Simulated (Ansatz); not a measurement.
**HF/3-21G run of CN− (cyanide)**

What is the vertical ionisation energy of CN− (cyanide) at HF/3-21G? 

The calculation is run with Ansatz 0.2.0.

### 1 The molecule

CN−: 2 atoms, total charge -1, spin state singlet. As SMILES, `[C-]#N`. Geometry: relaxed at PBE0-D4/def2-TZVPD.

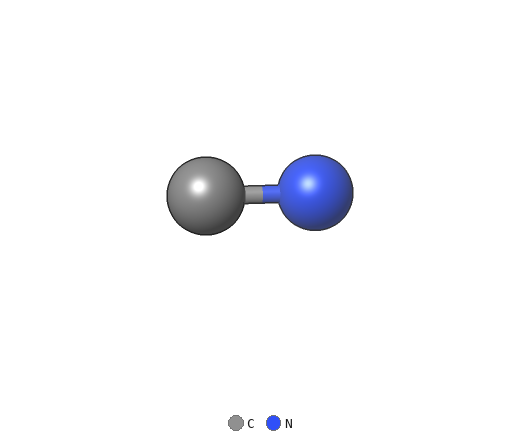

The structure, seen from a chosen angle (carbon grey, nitrogen blue).

### 2 A single-point energy at HF/3-21G

The input, in.yaml:

```yaml
crystal:
  periodic: [false, false, false]
  atoms:
    - {symbol: C, position_ang: [0.499700, -0.161700, 0.257300]}
    - {symbol: "N", position_ang: [-0.499700, 0.161700, -0.257300]}
basis:
  gaussian: {orbitals: 3-21G.json}
total_charge: -1
hamiltonian: {xc: hf}
accuracy: high
output: {orbitals: {seedname: orbitals}}
```

The basis set 3-21G is read from a file made from the Basis Set Exchange's data (not shown).

On the command line:

```
$ ansatz run in.yaml --threads 1 --pin off --max-ram 2610MiB --events-out events.jsonl --progress --plain --runs-dir runs
```

Output:

```text
Warning: RAYON_NUM_THREADS=1 ignored (pool sized by the plan → 1); use --threads N
Functional definition: HF
  name "HF"
  exchange = exact_x
  correlation = 0
395 factors; integrals over basis functions are off by at most 6.1e-9 eV
mean field evaluation 1: about -2496.1627 eV, gradient 1.3e1 eV
mean field evaluation 2: about -2496.1695 eV, gradient 1.3e1 eV
mean field evaluation 4: about -2496.6320 eV, gradient 2.3e0 eV
mean field evaluation 8: about -2496.6427 eV, gradient 2.2e-5 eV
mean field -2496.64273785 eV, -91.7499283306 hartree, gradient 3.6e-8 eV, S^2 0.000000; 0 other end points of the search recorded, 0 dependent functions left out
reference -2496.64273785 eV, -91.7499283306 hartree; 7, 7 occupied and 11, 11 virtual orbitals, 395 factors
Total energy: -2496.64273785 eV, -91.7499283306 hartree
```

Run time: 0.1 s. Hardware: 1 thread of Intel Xeon Platinum 8375C at 2.90GHz (Ice Lake), shared host.

### 3 Doublet neutral CN

The input, input.yaml:

```yaml
crystal:
  periodic: [false, false, false]
  atoms:
    - {symbol: C, position_ang: [0.499700, -0.161700, 0.257300]}
    - {symbol: "N", position_ang: [-0.499700, 0.161700, -0.257300]}
basis:
  gaussian: {orbitals: 3-21G.json}
hamiltonian: {xc: hf}
magnetization: {spin_polarized: true, initial_magnetization: 1}
output: {orbitals: {seedname: orbitals}}
accuracy: high
```

The basis set 3-21G is read from a file made from the Basis Set Exchange's data (not shown).

On the command line:

```
$ ansatz run input.yaml --threads 1 --pin off --max-ram 2610MiB --events-out events.jsonl --progress --plain --runs-dir runs
```

Output:

```text
Warning: RAYON_NUM_THREADS=1 ignored (pool sized by the plan → 1); use --threads N
[... 4 set-up lines as earlier in the session ...]
394 factors; integrals over basis functions are off by at most 6.1e-9 eV
mean field evaluation 1: about -2492.8929 eV, gradient 1.5e1 eV
mean field evaluation 2: about -2492.8994 eV, gradient 1.5e1 eV
mean field evaluation 4: about -2494.0395 eV, gradient 2.1e0 eV
mean field evaluation 8: about -2493.8541 eV, gradient 1.0e0 eV
mean field evaluation 16: about -2494.8650 eV, gradient 1.0e-8 eV
mean field evaluation 32: about -2493.7821 eV, gradient 6.0e-1 eV
mean field -2494.86504782 eV, -91.6845994271 hartree, gradient 3.5e-8 eV, S^2 1.211072; 0 other end points of the search recorded, 0 dependent functions left out
reference -2494.86504782 eV, -91.6845994271 hartree; 7, 6 occupied and 11, 12 virtual orbitals, 394 factors
Total energy: -2494.86504782 eV, -91.6845994271 hartree
```

Wall time 0.14 s (1 thread of Intel Xeon Platinum 8375C at 2.90GHz (Ice Lake), shared host).

### 4 Results

Level: HF/3-21G.

| quantity | value |
| --- | --- |
| singlet CN−: total energy | -91.74993 Eh |
| singlet CN−: HOMO energy | -3.54 eV |
| singlet CN−: LUMO energy | 14.99 eV |
| singlet CN−: HOMO–LUMO gap (to an unbound level, set by the basis) | 18.53 eV |
| doublet neutral CN: total energy | -91.68460 Eh |
| doublet neutral CN: HOMO energy (highest over α and β) | -14.32 eV |
| doublet neutral CN: LUMO energy (lowest over α and β) | 0.12 eV |
| doublet neutral CN: ⟨S²⟩ | 1.211 |
| vertical detachment energy (to the doublet neutral) | 1.778 eV |

The vertical ionisation energy comes to 1.78 eV (41 kcal/mol). The negative HOMO energy of the first species, 3.54 eV, lies 1.76 eV above that difference. ⟨S²⟩ (doublet neutral CN) is 1.21 where a pure doublet has 0.75: the reference is spin-contaminated.
